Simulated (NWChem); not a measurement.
# SiH2ClO (SMILES O[SiH]Cl): levels of theory compared

We compute a comparison of 6 runs (U-r2SCAN/DGauss-DZVP, U-r2SCAN/LANL2DZ, U-r2SCAN/MIDI!, U-r2SCAN/jorge-DZP, U-r2SCAN/MINI, U-r2SCAN/jorge-TZP) of SiH2ClO. 

The calculation is run with NWChem 7.3.0.

1 further run of the same task is left out (set aside as unsound or not needed).

**1. The system as given**

SiH2ClO: 5 atoms, total charge 0, spin state doublet. SMILES: `O[SiH]Cl`. The shape is that of a PBE0-D4/def2-TZVP optimisation. This is one conformer, not always the lowest.

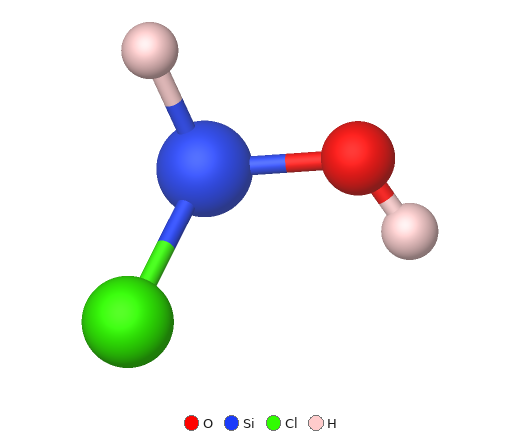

The structure, seen from a chosen angle (oxygen red, silicon blue, chlorine green, hydrogen pink).

**2. Energy and forces at U-r2SCAN/DGauss-DZVP (run 1)**

Contents of run.nw:

```
start run
title "ClH2OSi r2SCAN"
memory total 2200 mb
charge 0

geometry units angstrom noautosym nocenter noautoz
  O     -0.806100    -0.432000    -0.746500
  Si    -0.092300     0.479800     0.414000
  Cl     1.606600    -0.440800     1.143600
  H     -1.024100    -1.343200    -0.540000
  H      0.316000     1.736300    -0.271100
end

basis spherical bse
  * library DGauss-DZVP
end

dft
  xc r2scan
  mult 2
  grid fine
  convergence energy 1e-08
  iterations 100
  mulliken
  print low
end

task dft gradient
```

Launch:

```
$ nwchem run.nw > run.out
```

The program printed:

```text
[...]
 d= 0,ls=0.0,diis     1   -825.9101488329 -9.67D+02  1.35D-02  1.40D-01     2.9
[...]
 d= 0,ls=0.0,diis    10   -825.9775008198 -3.95D-09  1.88D-06  4.57D-09    19.2
[...]
         Total DFT energy =     -825.977500819777
      One electron energy =    -1421.642265187012
           Coulomb energy =      512.974852147176
    Exchange-Corr. energy =      -58.319482916323
 Nuclear repulsion energy =      141.009395136382
[...]
      Total Density - Mulliken Population Analysis
     ---------------------------------------------
    Atom       Charge   Shell Charges
 -----------   ------   -------------------------------------------------------
    1 O    8     8.72   2.00  0.93  0.89  3.56  1.33  0.02
    2 Si  14    13.46   2.00  2.00  0.88  0.40  5.99  1.80  0.13  0.25
    3 Cl  17    17.26   2.00  2.00  1.12  0.83  5.99  3.87  1.44  0.02
    4 H    1     0.53   0.49  0.04
    5 H    1     1.02   0.55  0.47
[...]
      <S2> =      0.7522 (Exact =     0.7500)
                         DFT ENERGY GRADIENTS
    atom               coordinates                        gradient
                 x          y          z           x          y          z
   1 O      -1.523308  -0.816362  -1.410680    0.002449  -0.001863   0.010625
   2 Si     -0.174422   0.906691   0.782347    0.000920  -0.010676  -0.007276
   3 Cl      3.036034  -0.832991   2.161091   -0.006192   0.003157  -0.002338
   4 H      -1.935268  -2.538280  -1.020452    0.002898   0.009271  -0.001414
   5 H       0.597153   3.281131  -0.512305   -0.000075   0.000111   0.000403
 Task  times  cpu:       25.0s     wall:       25.0s
 Total times  cpu:       25.0s     wall:       25.0s
```

It took 26 s on 1 thread of Intel Xeon Platinum 8259CL at 2.50GHz (Skylake/Cascade Lake), shared host; peak memory 0.11 GiB.

**3. Energy and forces at U-r2SCAN/LANL2DZ (core potential) (run 2)**

Contents of test.nw:

```
start test
title "ClH2OSi"
memory total 2200 mb

geometry noautosym nocenter noautoz
O     -0.806100    -0.432000    -0.746500
Si    -0.092300     0.479800     0.414000
Cl     1.606600    -0.440800     1.143600
H     -1.024100    -1.343200    -0.540000
H      0.316000     1.736300    -0.271100
end

basis spherical bse
O library LANL2DZ
Si library LANL2DZ
Cl library LANL2DZ
H library LANL2DZ
end

ecp bse
Si library LANL2DZ
Cl library LANL2DZ
end

dft
xc r2scan
mult 2
grid fine
convergence energy 1e-08
maxiter 100
mulliken
print low
end

task dft gradient
```

Launch:

```
$ nwchem test.nw > test.out
```

The program printed:

```text
[...]
 d= 0,ls=0.0,diis     1    -95.1574798314 -1.33D+02  2.24D-02  1.11D-01     1.5
[...]
 d= 0,ls=0.0,diis    10    -95.2230315924 -2.95D-09  2.35D-06  5.36D-09    10.1
[...]
         Total DFT energy =      -95.223031592414
      One electron energy =     -210.863098483644
           Coulomb energy =       90.833546256624
    Exchange-Corr. energy =      -13.413159887331
 Nuclear repulsion energy =       38.219680521937
[...]
      Total Density - Mulliken Population Analysis
     ---------------------------------------------
    Atom       Charge   Shell Charges
 -----------   ------   -------------------------------------------------------
    1 O    8     8.77   2.00  0.92  0.93  3.50  1.42
    2 Si   4     3.27   0.73  0.61  1.41  0.52
    3 Cl   7     7.32   1.18  0.81  2.60  2.73
    4 H    1     0.59   0.47  0.11
    5 H    1     1.05   0.49  0.57
[...]
      <S2> =      0.7516 (Exact =     0.7500)
                         DFT ENERGY GRADIENTS
    atom               coordinates                        gradient
                 x          y          z           x          y          z
   1 O      -1.523308  -0.816362  -1.410680    0.010492   0.012680   0.020559
   2 Si     -0.174422   0.906691   0.782347    0.017159  -0.049346  -0.011438
   3 Cl      3.036034  -0.832991   2.161091   -0.037221   0.020297  -0.016171
   4 H      -1.935268  -2.538280  -1.020452    0.009042   0.017340   0.006749
   5 H       0.597153   3.281131  -0.512305    0.000528  -0.000971   0.000302
 Task  times  cpu:       11.9s     wall:       11.9s
 Total times  cpu:       12.0s     wall:       12.0s
```

It took 13 s on 1 thread of Intel Xeon Platinum 8259CL at 2.50GHz (Skylake/Cascade Lake), shared host; peak memory 0.12 GiB.

Runs 3 to 5 aren't shown in full; the table further down has their settings and results.

**4. Energy and forces at U-r2SCAN/jorge-TZP (run 6)**

Contents of job.nw:

```
start job
memory total 2200 mb
charge 0

geometry units bohr noautosym nocenter noautoz
  O     -1.52330823    -0.81636169    -1.41068055
  Si    -0.17442172     0.90669059     0.78234662
  Cl     3.03603399    -0.83299128     2.16109080
  H     -1.93526852    -2.53828013    -1.02045211
  H      0.59715346     3.28113147    -0.51230475
end

basis spherical bse
  * library jorge-TZP
end

dft
  xc r2scan
  mult 2
  grid fine
  convergence energy 1e-08
  iterations 100
  mulliken
  noprint "final vectors analysis"
end

task dft gradient
```

Launch:

```
$ nwchem job.nw > job.out
```

The program printed:

```text
[...]
          Wavefunction type:  spin polarized.
          No. of atoms     :     5
          No. of electrons :    41
[...]
          Charge           :     0
          Spin multiplicity:     2
[...]
          AO basis - number of functions:   139
[...]
              XC Information
              --------------
                      r^2SCAN Method XC Functional
               r^2SCAN metaGGA Exchange Functional  1.000
                     r^2SCAN Correlation Potential  1.000
[...]
 d= 0,ls=0.0,diis     1   -826.0656511618 -9.67D+02  4.58D-03  7.24D-01     8.2
[...]
 d= 0,ls=0.0,diis    11   -826.1371982709 -9.10D-09  3.73D-07  1.91D-09    81.2
[...]
         Total DFT energy =     -826.137198270877
      One electron energy =    -1422.407197306291
           Coulomb energy =      513.752578534860
    Exchange-Corr. energy =      -58.491964506577
 Nuclear repulsion energy =      141.009385007131
[...]
      <S2> =      0.7532 (Exact =     0.7500)
[...]
  wavefunction    = open shell
                         DFT ENERGY GRADIENTS
    atom               coordinates                        gradient
                 x          y          z           x          y          z
   1 O      -1.523308  -0.816362  -1.410681    0.002007   0.000918   0.005312
   2 Si     -0.174422   0.906691   0.782347    0.001374  -0.005030  -0.003891
   3 Cl      3.036034  -0.832991   2.161091   -0.003831   0.002102  -0.001532
   4 H      -1.935269  -2.538280  -1.020452    0.000665   0.002623  -0.000547
   5 H       0.597153   3.281131  -0.512305   -0.000215  -0.000613   0.000659
[...]
```

It took 2 min on 1 thread of Intel Xeon Platinum 8259CL at 2.50GHz (Skylake/Cascade Lake), shared host; peak memory 0.14 GiB.

**5. The series**

| run | level | core potential | energy (Eh) | ⟨S²⟩ | largest force (eV/Å) | wall time |
| --- | --- | --- | --- | --- | --- | --- |
| 1 | U-r2SCAN/DGauss-DZVP | – | -825.977501 | 0.752 | 0.666 | 26 s |
| 2 | U-r2SCAN/LANL2DZ (core potential) | LANL2DZ | -95.223032 | 0.752 | 2.750 | 13 s |
| 3 | U-r2SCAN/MIDI! | – | -821.892392 | 0.752 | 1.384 | 20 s |
| 4 | U-r2SCAN/jorge-DZP | – | -826.092699 | 0.752 | 1.023 | 30 s |
| 5 | U-r2SCAN/MINI | – | -821.618074 | 0.751 | 5.755 | 8.7 s |
| 6 | U-r2SCAN/jorge-TZP | – | -826.137198 | 0.753 | 0.335 | 2 min |

**6. Summary of results**

| quantity | value |
| --- | --- |
| run 6: total energy | -826.13720 Eh |
| run 6: dipole moment | 1.32 D |
| run 6: ⟨S²⟩ | 0.753 |
| run 6: largest force on an atom | 0.335 eV/Å |

What this shows: Some runs of one species differ in core potentials or relativity; totals across that change don't compare. In run 5 the basis is minimal, so the values are rough. All runs together took 3.6 min, the longest 2 min.
